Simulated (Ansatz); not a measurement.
# Molecular dynamics, with input and output: C3H8O2Si (part 1 of 5)

The run: molecular dynamics of C3H8O2Si. Method and program: RKS CAM-B3LYP/STO-3G (Ansatz 0.2.0).

It belongs to a series of runs on one base structure; here: dynamics from the last frame of an earlier run.

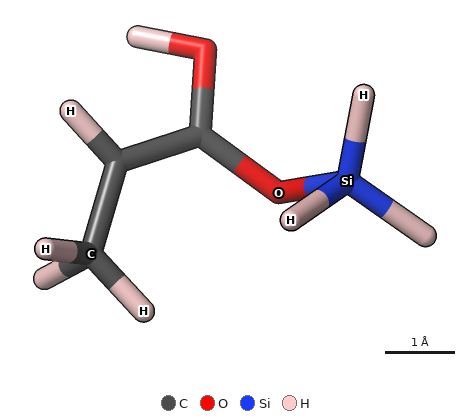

Figure 1. The input geometry (stick view, seen at a tilt). Bond lengths as drawn: C–C 1.36 to 1.49 Å, C–H 1.02 to 1.14 Å, C–O 1.40 to 1.43 Å, H–O 1.04 Å, H–Si 1.35 to 1.51 Å and O–Si 1.74 Å.

**Input**
```yaml
crystal:
  periodic: [false, false, false]
  atoms:
    - { symbol: C, position_ang: [-1.675642, -0.7523, -0.857914] }
    - { symbol: C, position_ang: [-0.531212, -0.785027, 0.099716] }
    - { symbol: C, position_ang: [-0.000236, 0.246179, 0.814601] }
    - { symbol: O, position_ang: [0.929728, -0.055476, 1.817251] }
    - { symbol: O, position_ang: [-0.441053, 1.596585, 0.684607] }
    - { symbol: Si, position_ang: [0.467248, 2.516318, -0.476538] }
    - { symbol: H, position_ang: [-2.188021, 0.239107, -1.107581] }
    - { symbol: H, position_ang: [-2.460427, -1.294407, -0.288503] }
    - { symbol: H, position_ang: [-1.480936, -1.396871, -1.774458] }
    - { symbol: H, position_ang: [-0.018537, -1.659307, 0.178703] }
    - { symbol: H, position_ang: [0.749242, -1.062188, 1.984074] }
    - { symbol: H, position_ang: [0.10179, 1.910694, -1.805781] }
    - { symbol: H, position_ang: [-0.028435, 3.844463, -0.342396] }
    - { symbol: H, position_ang: [1.80424, 2.369725, -0.446012] }
basis:
  gaussian: { orbitals: STO-3G }
hamiltonian:
  xc: cam_b3lyp
md:
  timestep: 0.5
  n_steps: 238
  ensemble: nvt_langevin
  temperature: 1000.0
  initial_velocities: maxwell_boltzmann
  seed: 864478
  friction: 0.01
scf:
  lower_state_search: "off"
```

Launched with:
```bash
ansatz run input.yaml --threads 1 --pin off --max-ram 2048MiB --backend cpu --events-out ev --progress --plain --runs-dir out
```

**The program's output**
```
Engine: ansatz 0.2.0, aarch64-unknown-linux-gnu
Functional definition: CAM-B3LYP
  parameter alpha = 0.19
  parameter beta = 0.46
  parameter omega = 0.33/bohr
  parameter ac = 0.81
  exchange = (1 - alpha - beta)*b88_x + beta*b88_x_sr(omega) + alpha*exact_x + beta*exact_x_lr(omega)
  correlation = (1 - ac)*vwn5_c + ac*lyp_c
these checks for a lower state are left out or cut short: stability, starts, cluster_reference, orbital_swaps, neighbouring_geometries, increment
622 factors; integrals over basis functions are off by at most 1.4e-5 eV
254 factors; integrals over basis functions are off by at most 5.9e-7 eV
mean field evaluation 1: about -15017.6962 eV, gradient 2.9e1 eV
mean field evaluation 2: about -15018.6789 eV, gradient 2.6e1 eV
mean field evaluation 4: about -15020.4459 eV, gradient 1.3e0 eV
mean field evaluation 8: about -15020.3723 eV, gradient 5.0e-2 eV
mean field -15020.37228135 eV, -551.9885001655 hartree, gradient 1.0e-5 eV, S^2 0.000000; 0 other end points of the search recorded, 0 dependent functions left out
the calculation of the forces begins
reference -15020.37238545 eV, -551.9885039912 hartree; 28, 28 occupied and 14, 14 virtual orbitals, 622 factors
md step     0: t =     0.00 fs  T =   928.6 K  F+E_penalty+E_count = -15020.37228135 eV  E_kin = 1.680380 eV  (13 SCF iters)
these checks for a lower state are left out or cut short: stability, starts, cluster_reference, orbital_swaps, neighbouring_geometries, increment
622 factors; integrals over basis functions are off by at most 1.6e-5 eV
254 factors; integrals over basis functions are off by at most 5.7e-7 eV
mean field evaluation 16: about -15020.5197 eV, gradient 1.2e0 eV
mean field -15020.44954204 eV, -551.9913394435 hartree, gradient 2.5e-6 eV, S^2 0.000000; 0 other end points of the search recorded, 0 dependent functions left out
the calculation of the forces begins
reference -15020.44964624 eV, -551.9913432728 hartree; 28, 28 occupied and 14, 14 virtual orbitals, 622 factors
md step     1: t =     0.50 fs  T =  1044.3 K  F+E_penalty+E_count = -15020.44954204 eV  E_kin = 1.889885 eV  (22 SCF iters)
[... from here on the SCF iterations and repeated set-up lines of each step are left out, up to the last step ...]
md step     2: t =     1.00 fs  T =  1086.2 K  F+E_penalty+E_count = -15020.50867458 eV  E_kin = 1.965667 eV  (22 SCF iters)
md step     3: t =     1.50 fs  T =  1091.0 K  F+E_penalty+E_count = -15020.48931334 eV  E_kin = 1.974234 eV  (22 SCF iters)
md step     4: t =     2.00 fs  T =  1055.7 K  F+E_penalty+E_count = -15020.37596548 eV  E_kin = 1.910470 eV  (22 SCF iters)
md step     5: t =     2.50 fs  T =   978.0 K  F+E_penalty+E_count = -15020.21331619 eV  E_kin = 1.769795 eV  (22 SCF iters)
md step     6: t =     3.00 fs  T =   880.1 K  F+E_penalty+E_count = -15020.06231392 eV  E_kin = 1.592589 eV  (22 SCF iters)
md step     7: t =     3.50 fs  T =   846.1 K  F+E_penalty+E_count = -15019.96831195 eV  E_kin = 1.531168 eV  (22 SCF iters)
md step     8: t =     4.00 fs  T =   803.8 K  F+E_penalty+E_count = -15019.94332958 eV  E_kin = 1.454518 eV  (22 SCF iters)
md step     9: t =     4.50 fs  T =   819.8 K  F+E_penalty+E_count = -15019.95742763 eV  E_kin = 1.483589 eV  (22 SCF iters)
md step    10: t =     5.00 fs  T =   853.6 K  F+E_penalty+E_count = -15019.96453736 eV  E_kin = 1.544749 eV  (21 SCF iters)
md step    11: t =     5.50 fs  T =   893.4 K  F+E_penalty+E_count = -15019.94131892 eV  E_kin = 1.616665 eV  (21 SCF iters)
md step    12: t =     6.00 fs  T =   863.0 K  F+E_penalty+E_count = -15019.90260949 eV  E_kin = 1.561746 eV  (22 SCF iters)
md step    13: t =     6.50 fs  T =   831.9 K  F+E_penalty+E_count = -15019.87213733 eV  E_kin = 1.505519 eV  (22 SCF iters)
md step    14: t =     7.00 fs  T =   869.3 K  F+E_penalty+E_count = -15019.86046766 eV  E_kin = 1.573065 eV  (22 SCF iters)
md step    15: t =     7.50 fs  T =   873.2 K  F+E_penalty+E_count = -15019.87695712 eV  E_kin = 1.580090 eV  (22 SCF iters)
md step    16: t =     8.00 fs  T =   867.3 K  F+E_penalty+E_count = -15019.92636943 eV  E_kin = 1.569432 eV  (22 SCF iters)
md step    17: t =     8.50 fs  T =   917.2 K  F+E_penalty+E_count = -15020.01056809 eV  E_kin = 1.659843 eV  (22 SCF iters)
md step    18: t =     9.00 fs  T =   990.1 K  F+E_penalty+E_count = -15020.12466977 eV  E_kin = 1.791641 eV  (22 SCF iters)
md step    19: t =     9.50 fs  T =  1092.1 K  F+E_penalty+E_count = -15020.24645622 eV  E_kin = 1.976301 eV  (22 SCF iters)
md step    20: t =    10.00 fs  T =  1139.4 K  F+E_penalty+E_count = -15020.35478918 eV  E_kin = 2.061908 eV  (22 SCF iters)
md step    21: t =    10.50 fs  T =  1152.5 K  F+E_penalty+E_count = -15020.41801908 eV  E_kin = 2.085637 eV  (22 SCF iters)
md step    22: t =    11.00 fs  T =  1183.7 K  F+E_penalty+E_count = -15020.41459925 eV  E_kin = 2.142117 eV  (22 SCF iters)
md step    23: t =    11.50 fs  T =  1219.6 K  F+E_penalty+E_count = -15020.34850637 eV  E_kin = 2.206951 eV  (22 SCF iters)
md step    24: t =    12.00 fs  T =  1241.2 K  F+E_penalty+E_count = -15020.24810241 eV  E_kin = 2.246078 eV  (22 SCF iters)
md step    25: t =    12.50 fs  T =  1210.3 K  F+E_penalty+E_count = -15020.16976331 eV  E_kin = 2.190248 eV  (22 SCF iters)
md step    26: t =    13.00 fs  T =  1257.0 K  F+E_penalty+E_count = -15020.16115925 eV  E_kin = 2.274654 eV  (21 SCF iters)
md step    27: t =    13.50 fs  T =  1223.8 K  F+E_penalty+E_count = -15020.20216781 eV  E_kin = 2.214658 eV  (21 SCF iters)
md step    28: t =    14.00 fs  T =  1211.8 K  F+E_penalty+E_count = -15020.24069690 eV  E_kin = 2.192958 eV  (21 SCF iters)
md step    29: t =    14.50 fs  T =  1154.4 K  F+E_penalty+E_count = -15020.23900759 eV  E_kin = 2.089078 eV  (21 SCF iters)
md step    30: t =    15.00 fs  T =  1113.1 K  F+E_penalty+E_count = -15020.19217502 eV  E_kin = 2.014384 eV  (21 SCF iters)
md step    31: t =    15.50 fs  T =  1104.5 K  F+E_penalty+E_count = -15020.10115171 eV  E_kin = 1.998732 eV  (21 SCF iters)
md step    32: t =    16.00 fs  T =  1034.5 K  F+E_penalty+E_count = -15019.97344891 eV  E_kin = 1.872094 eV  (22 SCF iters)
md step    33: t =    16.50 fs  T =   959.4 K  F+E_penalty+E_count = -15019.82952640 eV  E_kin = 1.736101 eV  (22 SCF iters)
md step    34: t =    17.00 fs  T =   894.1 K  F+E_penalty+E_count = -15019.69973810 eV  E_kin = 1.617917 eV  (22 SCF iters)
md step    35: t =    17.50 fs  T =   840.1 K  F+E_penalty+E_count = -15019.60702501 eV  E_kin = 1.520243 eV  (22 SCF iters)
md step    36: t =    18.00 fs  T =   794.2 K  F+E_penalty+E_count = -15019.55220951 eV  E_kin = 1.437208 eV  (22 SCF iters)
md step    37: t =    18.50 fs  T =   762.9 K  F+E_penalty+E_count = -15019.53606268 eV  E_kin = 1.380654 eV  (22 SCF iters)
md step    38: t =    19.00 fs  T =   776.3 K  F+E_penalty+E_count = -15019.55960246 eV  E_kin = 1.404857 eV  (22 SCF iters)
md step    39: t =    19.50 fs  T =   802.5 K  F+E_penalty+E_count = -15019.62727444 eV  E_kin = 1.452241 eV  (22 SCF iters)
md step    40: t =    20.00 fs  T =   869.5 K  F+E_penalty+E_count = -15019.73096319 eV  E_kin = 1.573571 eV  (21 SCF iters)
md step    41: t =    20.50 fs  T =   910.0 K  F+E_penalty+E_count = -15019.83230371 eV  E_kin = 1.646780 eV  (22 SCF iters)
md step    42: t =    21.00 fs  T =   941.6 K  F+E_penalty+E_count = -15019.89172212 eV  E_kin = 1.703975 eV  (22 SCF iters)
md step    43: t =    21.50 fs  T =   948.4 K  F+E_penalty+E_count = -15019.88964398 eV  E_kin = 1.716353 eV  (22 SCF iters)
md step    44: t =    22.00 fs  T =   912.8 K  F+E_penalty+E_count = -15019.83645614 eV  E_kin = 1.651851 eV  (22 SCF iters)
md step    45: t =    22.50 fs  T =   871.7 K  F+E_penalty+E_count = -15019.77019439 eV  E_kin = 1.577484 eV  (22 SCF iters)
md step    46: t =    23.00 fs  T =   863.7 K  F+E_penalty+E_count = -15019.72025589 eV  E_kin = 1.562958 eV  (21 SCF iters)
md step    47: t =    23.50 fs  T =   846.0 K  F+E_penalty+E_count = -15019.69093387 eV  E_kin = 1.530985 eV  (21 SCF iters)
md step    48: t =    24.00 fs  T =   889.5 K  F+E_penalty+E_count = -15019.69187956 eV  E_kin = 1.609626 eV  (21 SCF iters)
md step    49: t =    24.50 fs  T =   935.2 K  F+E_penalty+E_count = -15019.74114534 eV  E_kin = 1.692463 eV  (21 SCF iters)
md step    50: t =    25.00 fs  T =   960.8 K  F+E_penalty+E_count = -15019.83311365 eV  E_kin = 1.738683 eV  (22 SCF iters)
md step    51: t =    25.50 fs  T =  1026.8 K  F+E_penalty+E_count = -15019.95584648 eV  E_kin = 1.858117 eV  (22 SCF iters)
md step    52: t =    26.00 fs  T =  1049.6 K  F+E_penalty+E_count = -15020.10311392 eV  E_kin = 1.899322 eV  (22 SCF iters)
md step    53: t =    26.50 fs  T =  1081.9 K  F+E_penalty+E_count = -15020.25133980 eV  E_kin = 1.957883 eV  (22 SCF iters)
md step    54: t =    27.00 fs  T =  1119.6 K  F+E_penalty+E_count = -15020.37045484 eV  E_kin = 2.026085 eV  (21 SCF iters)
md step    55: t =    27.50 fs  T =  1151.7 K  F+E_penalty+E_count = -15020.44199728 eV  E_kin = 2.084137 eV  (21 SCF iters)
md step    56: t =    28.00 fs  T =  1177.3 K  F+E_penalty+E_count = -15020.45530342 eV  E_kin = 2.130441 eV  (21 SCF iters)
md step    57: t =    28.50 fs  T =  1190.9 K  F+E_penalty+E_count = -15020.41503849 eV  E_kin = 2.155049 eV  (21 SCF iters)
md step    58: t =    29.00 fs  T =  1163.5 K  F+E_penalty+E_count = -15020.33619272 eV  E_kin = 2.105564 eV  (21 SCF iters)
md step    59: t =    29.50 fs  T =  1047.3 K  F+E_penalty+E_count = -15020.24384904 eV  E_kin = 1.895302 eV  (21 SCF iters)
md step    60: t =    30.00 fs  T =  1025.5 K  F+E_penalty+E_count = -15020.16499943 eV  E_kin = 1.855707 eV  (21 SCF iters)
md step    61: t =    30.50 fs  T =  1000.4 K  F+E_penalty+E_count = -15020.11267380 eV  E_kin = 1.810332 eV  (21 SCF iters)
md step    62: t =    31.00 fs  T =   953.7 K  F+E_penalty+E_count = -15020.09366581 eV  E_kin = 1.725884 eV  (21 SCF iters)
md step    63: t =    31.50 fs  T =   892.3 K  F+E_penalty+E_count = -15020.09249859 eV  E_kin = 1.614818 eV  (20 SCF iters)
md step    64: t =    32.00 fs  T =   910.5 K  F+E_penalty+E_count = -15020.09184017 eV  E_kin = 1.647736 eV  (20 SCF iters)
md step    65: t =    32.50 fs  T =   958.4 K  F+E_penalty+E_count = -15020.06906087 eV  E_kin = 1.734444 eV  (20 SCF iters)
md step    66: t =    33.00 fs  T =   945.6 K  F+E_penalty+E_count = -15020.01444864 eV  E_kin = 1.711169 eV  (21 SCF iters)
md step    67: t =    33.50 fs  T =   945.8 K  F+E_penalty+E_count = -15019.92821044 eV  E_kin = 1.711606 eV  (20 SCF iters)
md step    68: t =    34.00 fs  T =   866.4 K  F+E_penalty+E_count = -15019.82239262 eV  E_kin = 1.567842 eV  (20 SCF iters)
md step    69: t =    34.50 fs  T =   786.7 K  F+E_penalty+E_count = -15019.71990556 eV  E_kin = 1.423620 eV  (21 SCF iters)
md step    70: t =    35.00 fs  T =   753.1 K  F+E_penalty+E_count = -15019.65031359 eV  E_kin = 1.362840 eV  (21 SCF iters)
md step    71: t =    35.50 fs  T =   698.0 K  F+E_penalty+E_count = -15019.64018185 eV  E_kin = 1.263092 eV  (22 SCF iters)
md step    72: t =    36.00 fs  T =   734.4 K  F+E_penalty+E_count = -15019.70778472 eV  E_kin = 1.329084 eV  (22 SCF iters)
md step    73: t =    36.50 fs  T =   833.3 K  F+E_penalty+E_count = -15019.81820198 eV  E_kin = 1.508058 eV  (21 SCF iters)
md step    74: t =    37.00 fs  T =   881.7 K  F+E_penalty+E_count = -15019.91781813 eV  E_kin = 1.595549 eV  (21 SCF iters)
md step    75: t =    37.50 fs  T =   891.9 K  F+E_penalty+E_count = -15019.97882397 eV  E_kin = 1.614073 eV  (21 SCF iters)
md step    76: t =    38.00 fs  T =   930.0 K  F+E_penalty+E_count = -15019.99773791 eV  E_kin = 1.682988 eV  (20 SCF iters)
md step    77: t =    38.50 fs  T =   959.1 K  F+E_penalty+E_count = -15019.98060488 eV  E_kin = 1.735609 eV  (20 SCF iters)
md step    78: t =    39.00 fs  T =   918.0 K  F+E_penalty+E_count = -15019.94092032 eV  E_kin = 1.661292 eV  (20 SCF iters)
md step    79: t =    39.50 fs  T =   909.0 K  F+E_penalty+E_count = -15019.89872735 eV  E_kin = 1.644916 eV  (20 SCF iters)
md step    80: t =    40.00 fs  T =   913.4 K  F+E_penalty+E_count = -15019.86889395 eV  E_kin = 1.652981 eV  (20 SCF iters)
md step    81: t =    40.50 fs  T =   896.7 K  F+E_penalty+E_count = -15019.86631509 eV  E_kin = 1.622622 eV  (20 SCF iters)
md step    82: t =    41.00 fs  T =   874.3 K  F+E_penalty+E_count = -15019.89308075 eV  E_kin = 1.582230 eV  (20 SCF iters)
md step    83: t =    41.50 fs  T =   872.9 K  F+E_penalty+E_count = -15019.93390939 eV  E_kin = 1.579601 eV  (20 SCF iters)
md step    84: t =    42.00 fs  T =   886.2 K  F+E_penalty+E_count = -15019.97403722 eV  E_kin = 1.603791 eV  (20 SCF iters)
md step    85: t =    42.50 fs  T =   875.8 K  F+E_penalty+E_count = -15019.98944798 eV  E_kin = 1.584880 eV  (20 SCF iters)
md step    86: t =    43.00 fs  T =   819.2 K  F+E_penalty+E_count = -15019.96064053 eV  E_kin = 1.482478 eV  (20 SCF iters)
md step    87: t =    43.50 fs  T =   780.8 K  F+E_penalty+E_count = -15019.90075163 eV  E_kin = 1.413053 eV  (20 SCF iters)
md step    88: t =    44.00 fs  T =   748.8 K  F+E_penalty+E_count = -15019.82977309 eV  E_kin = 1.355123 eV  (20 SCF iters)
md step    89: t =    44.50 fs  T =   717.8 K  F+E_penalty+E_count = -15019.76939098 eV  E_kin = 1.298975 eV  (20 SCF iters)
md step    90: t =    45.00 fs  T =   708.3 K  F+E_penalty+E_count = -15019.75010779 eV  E_kin = 1.281847 eV  (20 SCF iters)
md step    91: t =    45.50 fs  T =   729.7 K  F+E_penalty+E_count = -15019.76648165 eV  E_kin = 1.320448 eV  (20 SCF iters)
md step    92: t =    46.00 fs  T =   741.5 K  F+E_penalty+E_count = -15019.80015982 eV  E_kin = 1.341858 eV  (20 SCF iters)
md step    93: t =    46.50 fs  T =   807.9 K  F+E_penalty+E_count = -15019.81463753 eV  E_kin = 1.462064 eV  (20 SCF iters)
md step    94: t =    47.00 fs  T =   763.5 K  F+E_penalty+E_count = -15019.78073519 eV  E_kin = 1.381722 eV  (20 SCF iters)
md step    95: t =    47.50 fs  T =   722.2 K  F+E_penalty+E_count = -15019.71826506 eV  E_kin = 1.306930 eV  (20 SCF iters)
md step    96: t =    48.00 fs  T =   714.8 K  F+E_penalty+E_count = -15019.65994365 eV  E_kin = 1.293493 eV  (20 SCF iters)
md step    97: t =    48.50 fs  T =   705.9 K  F+E_penalty+E_count = -15019.62828708 eV  E_kin = 1.277403 eV  (20 SCF iters)
md step    98: t =    49.00 fs  T =   630.4 K  F+E_penalty+E_count = -15019.61252639 eV  E_kin = 1.140806 eV  (20 SCF iters)
md step    99: t =    49.50 fs  T =   621.0 K  F+E_penalty+E_count = -15019.60934397 eV  E_kin = 1.123867 eV  (20 SCF iters)
md step   100: t =    50.00 fs  T =   608.5 K  F+E_penalty+E_count = -15019.62862408 eV  E_kin = 1.101173 eV  (20 SCF iters)
md step   101: t =    50.50 fs  T =   653.3 K  F+E_penalty+E_count = -15019.67730830 eV  E_kin = 1.182306 eV  (21 SCF iters)
md step   102: t =    51.00 fs  T =   688.7 K  F+E_penalty+E_count = -15019.74303583 eV  E_kin = 1.246212 eV  (21 SCF iters)
md step   103: t =    51.50 fs  T =   708.6 K  F+E_penalty+E_count = -15019.79439690 eV  E_kin = 1.282384 eV  (20 SCF iters)
md step   104: t =    52.00 fs  T =   680.4 K  F+E_penalty+E_count = -15019.82409602 eV  E_kin = 1.231336 eV  (20 SCF iters)
md step   105: t =    52.50 fs  T =   674.2 K  F+E_penalty+E_count = -15019.83644307 eV  E_kin = 1.220107 eV  (21 SCF iters)
md step   106: t =    53.00 fs  T =   711.0 K  F+E_penalty+E_count = -15019.83102460 eV  E_kin = 1.286670 eV  (21 SCF iters)
md step   107: t =    53.50 fs  T =   733.0 K  F+E_penalty+E_count = -15019.80015617 eV  E_kin = 1.326441 eV  (21 SCF iters)
md step   108: t =    54.00 fs  T =   737.7 K  F+E_penalty+E_count = -15019.74802996 eV  E_kin = 1.335008 eV  (21 SCF iters)
md step   109: t =    54.50 fs  T =   703.5 K  F+E_penalty+E_count = -15019.69213371 eV  E_kin = 1.273108 eV  (20 SCF iters)
md step   110: t =    55.00 fs  T =   704.8 K  F+E_penalty+E_count = -15019.66125496 eV  E_kin = 1.275501 eV  (21 SCF iters)
md step   111: t =    55.50 fs  T =   702.8 K  F+E_penalty+E_count = -15019.67756994 eV  E_kin = 1.271731 eV  (21 SCF iters)
md step   112: t =    56.00 fs  T =   739.6 K  F+E_penalty+E_count = -15019.73686720 eV  E_kin = 1.338433 eV  (21 SCF iters)
md step   113: t =    56.50 fs  T =   795.2 K  F+E_penalty+E_count = -15019.81018742 eV  E_kin = 1.438975 eV  (21 SCF iters)
md step   114: t =    57.00 fs  T =   870.0 K  F+E_penalty+E_count = -15019.87089187 eV  E_kin = 1.574348 eV  (21 SCF iters)
md step   115: t =    57.50 fs  T =   871.3 K  F+E_penalty+E_count = -15019.88332562 eV  E_kin = 1.576723 eV  (21 SCF iters)
md step   116: t =    58.00 fs  T =   847.4 K  F+E_penalty+E_count = -15019.82800001 eV  E_kin = 1.533533 eV  (21 SCF iters)
md step   117: t =    58.50 fs  T =   796.2 K  F+E_penalty+E_count = -15019.71231510 eV  E_kin = 1.440906 eV  (21 SCF iters)
md step   118: t =    59.00 fs  T =   687.3 K  F+E_penalty+E_count = -15019.58772900 eV  E_kin = 1.243731 eV  (22 SCF iters)
md step   119: t =    59.50 fs  T =   641.1 K  F+E_penalty+E_count = -15019.51608020 eV  E_kin = 1.160232 eV  (22 SCF iters)
md step   120: t =    60.00 fs  T =   659.3 K  F+E_penalty+E_count = -15019.50091690 eV  E_kin = 1.193063 eV  (22 SCF iters)
md step   121: t =    60.50 fs  T =   695.2 K  F+E_penalty+E_count = -15019.52854429 eV  E_kin = 1.258078 eV  (22 SCF iters)
md step   122: t =    61.00 fs  T =   742.8 K  F+E_penalty+E_count = -15019.58911177 eV  E_kin = 1.344128 eV  (21 SCF iters)
md step   123: t =    61.50 fs  T =   737.9 K  F+E_penalty+E_count = -15019.66611596 eV  E_kin = 1.335252 eV  (22 SCF iters)
md step   124: t =    62.00 fs  T =   822.8 K  F+E_penalty+E_count = -15019.74980064 eV  E_kin = 1.489022 eV  (22 SCF iters)
md step   125: t =    62.50 fs  T =   854.0 K  F+E_penalty+E_count = -15019.81202965 eV  E_kin = 1.545407 eV  (22 SCF iters)
md step   126: t =    63.00 fs  T =   902.9 K  F+E_penalty+E_count = -15019.81719469 eV  E_kin = 1.633924 eV  (22 SCF iters)
md step   127: t =    63.50 fs  T =   881.8 K  F+E_penalty+E_count = -15019.75912782 eV  E_kin = 1.595672 eV  (21 SCF iters)
md step   128: t =    64.00 fs  T =   865.0 K  F+E_penalty+E_count = -15019.66659997 eV  E_kin = 1.565417 eV  (21 SCF iters)
md step   129: t =    64.50 fs  T =   836.3 K  F+E_penalty+E_count = -15019.58576311 eV  E_kin = 1.513426 eV  (21 SCF iters)
md step   130: t =    65.00 fs  T =   825.6 K  F+E_penalty+E_count = -15019.56104621 eV  E_kin = 1.494024 eV  (22 SCF iters)
md step   131: t =    65.50 fs  T =   845.3 K  F+E_penalty+E_count = -15019.61131672 eV  E_kin = 1.529647 eV  (22 SCF iters)
md step   132: t =    66.00 fs  T =   826.8 K  F+E_penalty+E_count = -15019.70361868 eV  E_kin = 1.496193 eV  (22 SCF iters)
md step   133: t =    66.50 fs  T =   856.9 K  F+E_penalty+E_count = -15019.77846410 eV  E_kin = 1.550651 eV  (22 SCF iters)
```
